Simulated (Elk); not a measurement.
Band structure of Mg₂Sn (Fm-3m, 3 atoms in the cell).

```xyz
3
Lattice="0.0000 3.3288 3.3288 3.3288 0.0000 3.3288 3.3288 3.3288 0.0000" Properties=species:S:1:pos:R:3 pbc="T T T"
Mg     1.6644     1.6644     1.6644
Mg     4.9932     4.9932     4.9932
Sn     0.0000     0.0000     0.0000
```

Computed with PBE, all-electron FP-LAPW, Elk's shipped species files, LAPW+lo basis (Elk).

Settings: xctype = 20; rgkmax = 7.5; stype = 0; swidth = 0.00999582 Ha; ngridk = 6 6 6; gmaxvr = 14 1/bohr; nxoapwlo = 1; maxscl = 100.

The starting cell comes from a database of computed structures (which also holds hypothetical and non-ambient phases and stackings), without a prior relaxation at this level. Its lattice was rescaled by a random factor within 2.5 % of one. Values depend on the basis (sphere radii, cutoffs, local orbitals), which need not be converged.

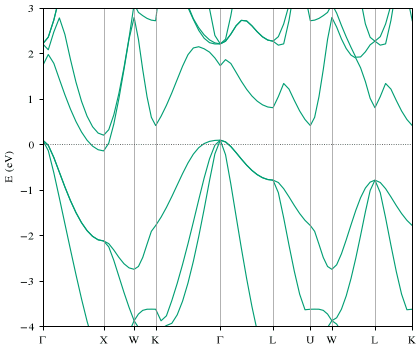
Figure: Bands along the path, energies from the Fermi level.

Levels in eV from the Fermi level, bands 17 to 24:
```tsv
point	17	18	19	20	21	22	23	24
Γ	-9.27	0.09	0.09	0.09	1.73	2.21	2.21	2.21
X	-7.35	-4.72	-2.13	-2.13	-0.15	0.20	7.47	7.47
W	-7.31	-3.88	-3.88	-2.75	2.79	3.08	3.08	3.41
K	-7.38	-4.30	-3.63	-1.79	0.41	2.71	5.41	5.73
L	-7.91	-4.94	-0.79	-0.79	0.80	2.27	2.27	4.07
U	-7.38	-4.30	-3.63	-1.79	0.41	2.71	5.41	5.73
```

Bands cross the Fermi level along this path, so the cell is metallic at this level.
